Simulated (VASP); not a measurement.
Band structure of TiN (rock salt). These are PBE GGA with D3 dispersion (zero damping), VASP's PBE PAW potentials (set 64) (plane waves; VASP) values and carry that method's errors.

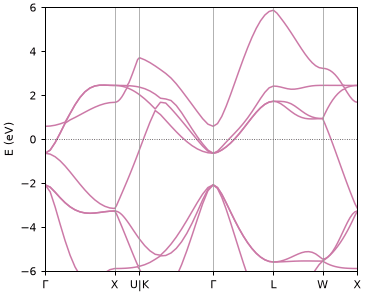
*Bands along high-symmetry lines, zero at the valence-band maximum or, without a gap, the Fermi level*

Problem. Read the plot: is there a gap, and where are the band edges?

Solution. It has no gap at this level: it comes out as a metal or semimetal. (Edges off the drawn lines would not show.)

The compound is TiN in the rock salt structure. It was relaxed first. The electron count is odd and the run is not spin-polarised, which forces a metal.
